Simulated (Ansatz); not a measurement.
# BH3O3 (boric acid): HF/STO-3G

Aim: the electronic atomisation energy of BH3O3 (boric acid) at HF/STO-3G, from 4 runs. 

The calculation is run with Ansatz 0.2.0.

13 further runs of the same task are left out: 13 set aside as unsound or not needed.

**1. The molecule**

BH3O3: 7 atoms, total charge 0, spin state singlet. SMILES: `OB(O)O`. The shape is that of a PBE0-D4/def2-TZVP optimisation.

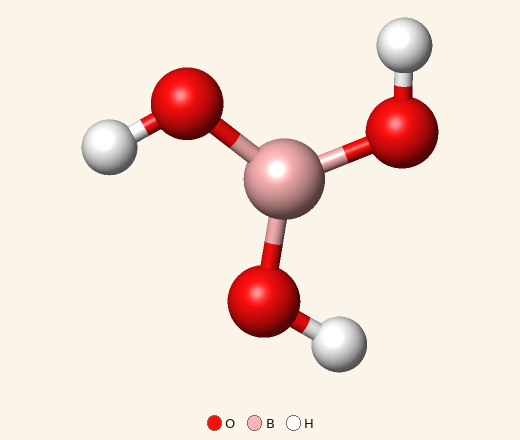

The structure, seen from a chosen angle (oxygen red, boron pink, hydrogen white).

**2. The energy at HF/STO-3G**

The input, input.yaml:

```yaml
crystal:
  periodic: [false, false, false]
  atoms:
    - {symbol: O, position_ang: [-1.329950, -0.251650, 0.184550]}
    - {symbol: B, position_ang: [-0.000000, 0.000000, -0.000010]}
    - {symbol: O, position_ang: [0.430260, 1.279290, -0.210830]}
    - {symbol: O, position_ang: [0.899670, -1.027640, 0.026210]}
    - {symbol: H, position_ang: [-1.506600, -1.184610, 0.322580]}
    - {symbol: H, position_ang: [-0.292710, 1.910130, -0.207270]}
    - {symbol: H, position_ang: [1.799320, -0.725540, -0.115220]}
basis:
  gaussian:
    orbitals: STO-3G
hamiltonian:
  xc: hf
accuracy: high
output:
  orbitals: {seedname: orbitals}
```

The run is started by

```console
ansatz run input.yaml --threads 1 --pin off --max-ram 2610MiB --events-out events.jsonl --progress --plain --runs-dir runs
```

The program printed:

```text
Warning: RAYON_NUM_THREADS=1 ignored (pool sized by the plan → 1); use --threads N
Functional definition: HF
  name "HF"
  exchange = exact_x
  correlation = 0
447 factors; integrals over basis functions are off by at most 3.1e-8 eV
mean field evaluation 1: about -6739.9799 eV, gradient 2.8e1 eV
mean field evaluation 2: about -6740.0897 eV, gradient 2.9e1 eV
mean field evaluation 4: about -6742.6960 eV, gradient 1.2e0 eV
mean field evaluation 8: about -6742.6992 eV, gradient 4.5e-6 eV
mean field -6742.69921878 eV, -247.7896259244 hartree, gradient 2.2e-8 eV, S^2 0.000000; 0 other end points of the search recorded, 0 dependent functions left out
reference -6742.69921878 eV, -247.7896259244 hartree; 16, 16 occupied and 7, 7 virtual orbitals, 447 factors
Total energy: -6742.69921878 eV, -247.7896259244 hartree
```

Wall time 0.14 s (1 thread of Arm Neoverse V2, shared host).

**3. The B atom, same level**

The input, in.yaml:

```yaml
crystal:
  periodic: [false, false, false]
  atoms:
    - {symbol: B, position_ang: [0.000000, 0.000000, 0.000000]}
basis:
  gaussian:
    orbitals: STO-3G
magnetization:
  spin_polarized: true
  initial_magnetization: 1
hamiltonian:
  xc: hf
accuracy: high
```

Run the same way, it converges to -24.14899 Eh (log not shown).

**4. The H atom**

The input, input.yaml:

```yaml
crystal:
  periodic: [false, false, false]
  atoms:
    - symbol: H
      position_ang: [0.000000, 0.000000, 0.000000]
basis:
  gaussian: {orbitals: STO-3G}
magnetization: {spin_polarized: true, initial_magnetization: 1}
hamiltonian: {xc: hf}
accuracy: high
```

Run the same way, it converges to -0.46658 Eh (log not shown).

**5. The O atom**

The input, in.yaml:

```yaml
crystal:
  periodic: [false, false, false]
  atoms:
    - {symbol: O, position_ang: [0.000000, 0.000000, 0.000000]}
basis:
  gaussian:
    orbitals: STO-3G
magnetization:
  spin_polarized: true
  initial_magnetization: 2
accuracy: high
hamiltonian:
  xc: hf
```

Run the same way, it converges to -73.80415 Eh (log not shown).

**6. Outcome**

At HF/STO-3G:

| quantity | value |
| --- | --- |
| molecule: total energy | -247.78963 Eh |
| molecule: HOMO energy | -10.16 eV |
| molecule: LUMO energy | 10.94 eV |
| molecule: HOMO–LUMO gap | 21.10 eV |
| B atom: total energy | -24.14899 Eh |
| B atom: ⟨S²⟩ | 0.750 |
| H atom: total energy | -0.46658 Eh |
| H atom: ⟨S²⟩ | 0.750 |
| O atom: total energy | -73.80415 Eh |
| O atom: ⟨S²⟩ | 2.000 |
| electronic atomisation energy | 22.543 eV |

What this shows: Taking the molecule apart into free atoms costs 22.54 eV (2175 kJ/mol), before zero-point energy and without spin-orbit coupling. Hartree–Fock lacks the correlation of the bonding pairs, which as a rule makes this value much too low; in minimal bases other errors can mask that. In a minimal basis such a difference can be off by several eV, whatever the method.
